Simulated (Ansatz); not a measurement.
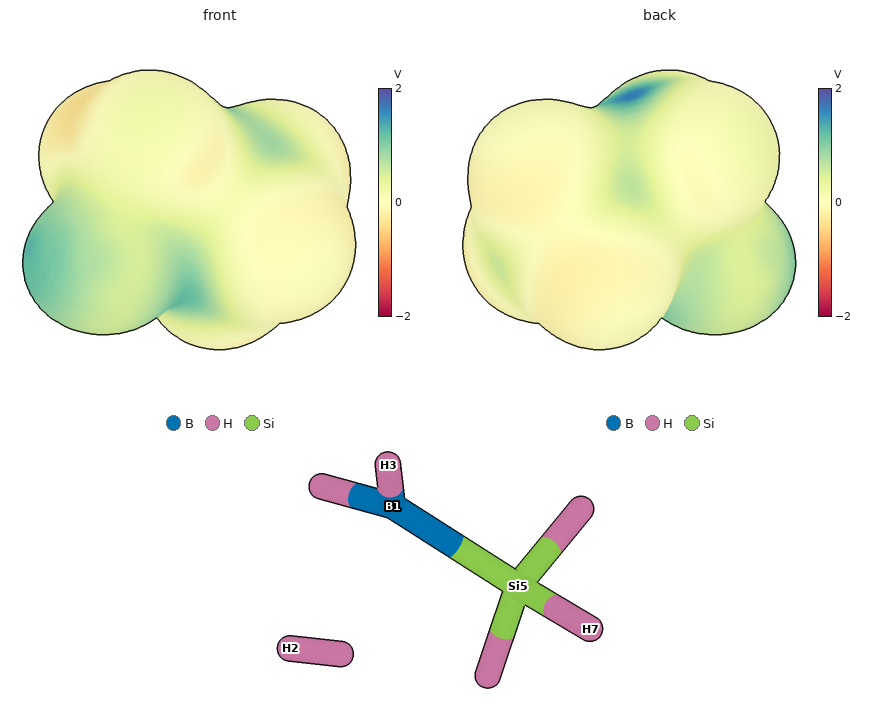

BH5Si···H2. The molecular electrostatic potential painted on the density surface at 0.002 e/bohr³, seen from the front and from behind; red is negative and blue positive. The bare structure is drawn below in the same view.

Not at a stationary point (largest force 1.8 eV/Å).

Computed with RKS PBE0-D4/def2-SVP (Ansatz 0.2.0).

Input

```
crystal:
  periodic: [false, false, false]
  atoms:
    - { symbol: B, position_ang: [0.0, 0.0, 0.0] }
    - { symbol: H, position_ang: [0.0, 0.0, 1.54] }
    - { symbol: H, position_ang: [1.0305, 0.0, -0.595] }
    - { symbol: H, position_ang: [-1.0305, 0.0, -0.595] }
    - { symbol: Si, position_ang: [0.094, -2.1331, 0.7095] }
    - { symbol: H, position_ang: [-0.6959, -2.9783, -0.1812] }
    - { symbol: H, position_ang: [1.4817, -2.5871, 0.7061] }
    - { symbol: H, position_ang: [-0.4425, -2.2202, 2.0645] }
    - { symbol: H, position_ang: [0.0384, -0.8711, 1.6809] }
basis:
  gaussian: { orbitals: def2-SVP }
hamiltonian:
  xc: pbe0
  dispersion: d4
relax:
  f_tol: 0.15
  max_steps: 25
  restrain:
    - { distance: [0, 4], at: 1.95, k: 30.0 }
    - { distance: [8, 1], at: 0.66, k: 30.0 }
    - { distance: [0, 1], at: 2.39, k: 30.0 }
    - { distance: [8, 4], at: 2.66, k: 30.0 }
output:
  orbitals: {}
```

Launched as:

```sh
ansatz run input.yaml --threads 1 --pin off --max-ram 2048MiB --backend cpu --events-out ev --progress --plain --runs-dir out
```

The fields are those of the run's last geometry, not of the input's.

> Which sites attract a positive test charge, and which a negative one?

A positive charge is drawn to the negative regions and a negative charge to the positive ones. The most negative region (about −0.3 V) lies over H4, the most positive (about +1.5 V) over B1.
